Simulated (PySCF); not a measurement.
CH7O2Si2 (SMILES [O]C[SiH2]O[SiH3]) (doublet)

```xyz
12

O     0.0955   -0.7453    1.2744
C     1.2457   -0.4922    0.7557
Si    0.8359    1.1011   -0.4580
O    -0.6141    0.6633   -0.9030
Si   -1.6988   -0.4686   -0.2606
H     1.6353   -1.2287    0.0351
H     2.0237   -0.1448    1.4476
H     1.7844    1.0291   -1.5577
H     0.8606    2.2710    0.4058
H    -2.1423   -0.0440    1.0528
H    -2.7874   -0.1411   -1.2023
H    -1.2374   -1.8006   -0.6159
```

Geometry: GFN2-xTB.

All numbers below come from UKS B3LYP, pcH-1 on C H O Si, non-relativistic, mean-field spin-orbit, GIAO (PySCF).

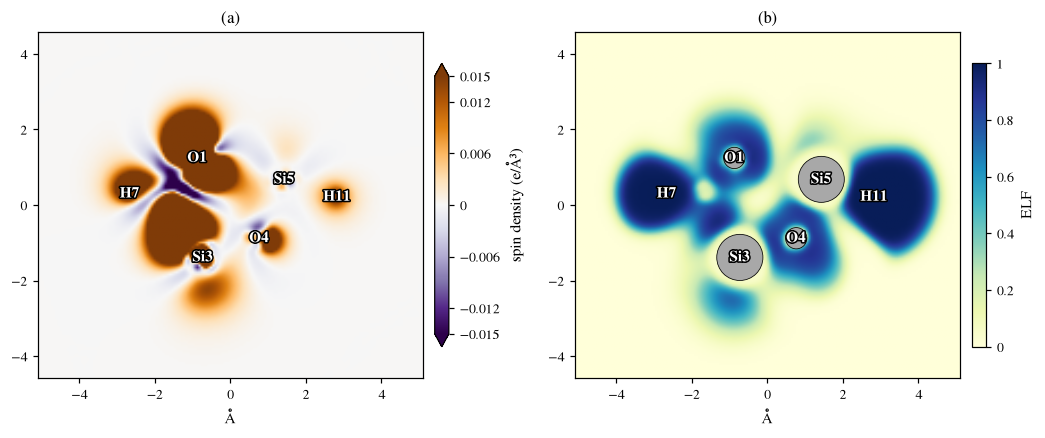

Figure 1. (a) spin density (α minus β); (b) electron localisation function on the plane of atoms O4, Si5 and H11. Grey discs cover the atomic cores in the ELF map.

Question: What does the map show?

Answer: Atoms in the plane: O, Si and H.
Si–O (1.58 Å): the ELF peaks at about 0.85 between the atoms, as expected for a polar covalent bond.
Si–O (1.69 Å): the ELF peaks at about 0.85 between the atoms, as expected for a shared but strongly polarised pair.
Si–H (1.48 Å): the ELF climbs to about 1 towards the hydrogen, as it does in any bond to H.
The ELF also peaks beside O4, away from the bonds: non-bonding electrons, paired or unpaired.
The unpaired spin (1 electron) lies mostly on O1 (about 0.5), Si3 (about 0.2) and C2 (about 0.2), in electrons by Hirshfeld's partition.

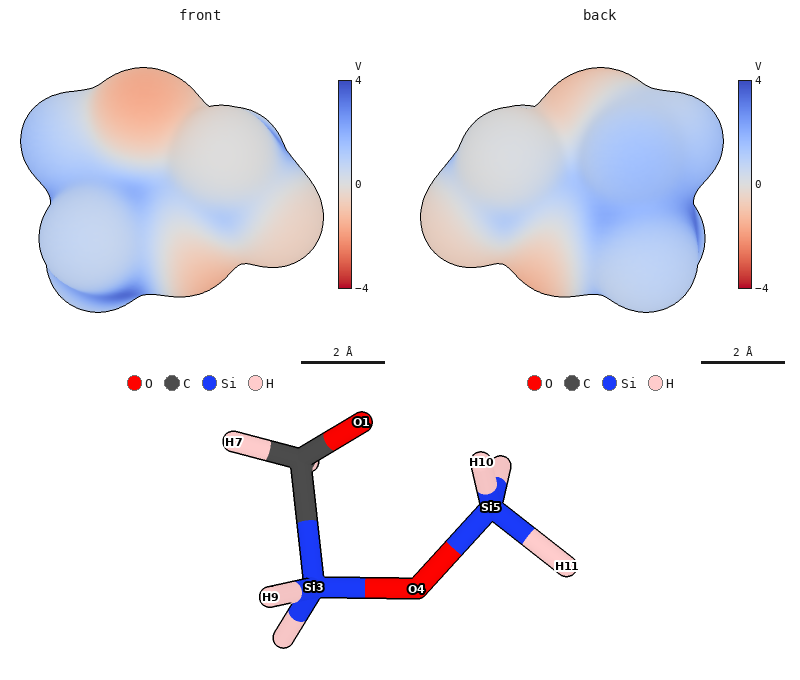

Figure 2. The molecular electrostatic potential painted on the density surface at 0.004 e/bohr³, seen from the front and from behind; red is negative and blue positive. The bare structure is drawn below in the same view.

Question: Describe the electrostatic potential map.

Answer: The most negative region (about −1.6 V) lies over O1, the most positive (about +3.1 V) over Si3. O1 is the likeliest acceptor of a hydrogen bond.
